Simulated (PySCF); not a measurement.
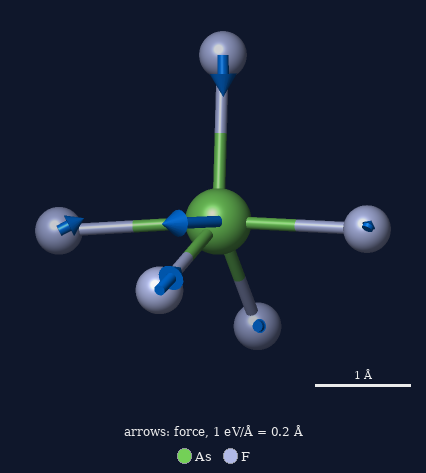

Starting geometry of AsF$_{5}$ with the computed forces as blue arrows. The picture is a ball-and-stick view, seen at a tilt.

The start comes from GFN2-xTB. Its atoms were then displaced at random by about 0.03 Å.

The calculation used PBE0-D3(BJ)/def2-SVP geometry optimisation, gas phase in PySCF. 

Is this structure relaxed? If not, where do the atoms go?

It isn't relaxed: the largest force vector, on the As atom, is 4.10 eV/Å. The final displacements follow the starting forces only in part (cosine between the two patterns 0.78). The largest move after the best rigid fit is that of an F atom, 0.12 Å. Largest moves by element: F 0.12 Å, As 0.08 Å. Some distances before and after: As–F 1.808 → 1.692 Å, As–F 1.761 → 1.692 Å, As–F 1.759 → 1.711 Å, As–F 1.679 → 1.692 Å. Bond angles that change, for instance: F–As–F 171.8° → 179.8°, F–As–F 84.4° → 90.0°, F–As–F 125.5° → 120.2°. The energy falls by 39.6 kJ/mol in 8 geometry steps.
